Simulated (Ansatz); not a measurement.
# BrFH4O2Si2: the cost of one run

All numbers below are computed with Ansatz 0.2.0 (RKS PBE-D4/def2-SVP).

## (1) Starting point

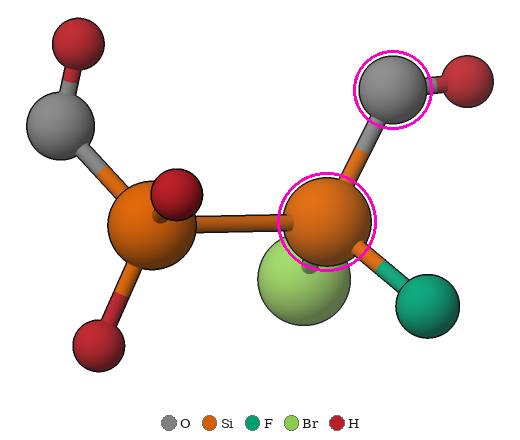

Start, viewed from a chosen angle; oxygen grey, silicon orange, fluorine teal, bromine green, hydrogen red. Ringed: Si3, O4.

Coordinates:

```xyz
10

O    -2.2359   -0.2060   -0.2627
Si   -0.8207   -0.6869   -0.8671
Si    0.9638    0.4303    0.1030
O     0.9930    0.3775    1.7742
F     2.3978   -0.2409   -0.3156
Br    1.0316    2.5827   -0.4483
H    -2.4557   -0.3900    0.6517
H    -0.7768   -0.4920   -2.3484
H    -0.7326   -2.1217   -0.5304
H     1.7185    0.6957    2.2465
```

## (2) End point A

Contents of input.yaml:

```yaml
crystal:
  periodic: [false, false, false]
  atoms:
    - { symbol: O, position_ang: [-2.2359, -0.206, -0.2627] }
    - { symbol: Si, position_ang: [-0.8207, -0.6869, -0.8671] }
    - { symbol: Si, position_ang: [0.9638, 0.4303, 0.103] }
    - { symbol: O, position_ang: [0.993, 0.3775, 1.7742] }
    - { symbol: F, position_ang: [2.3978, -0.2409, -0.3156] }
    - { symbol: Br, position_ang: [1.0316, 2.5827, -0.4483] }
    - { symbol: H, position_ang: [-2.4557, -0.39, 0.6517] }
    - { symbol: H, position_ang: [-0.7768, -0.492, -2.3484] }
    - { symbol: H, position_ang: [-0.7326, -2.1217, -0.5304] }
    - { symbol: H, position_ang: [1.7185, 0.6957, 2.2465] }
basis:
  gaussian: { orbitals: def2-SVP }
hamiltonian:
  xc: pbe
  dispersion: d4
relax:
  f_tol: 0.015
  max_steps: 40
output:
  orbitals: {}
```

On the command line:

```console
> ansatz run input.yaml --threads 2 --pin off --max-ram 3072MiB --backend cpu --events-out ev --progress --plain --runs-dir out
```

What time and memory should one allow on 2 threads of Arm Neoverse V1, shared host?

About 77 s, with a peak of 0.19 GiB.
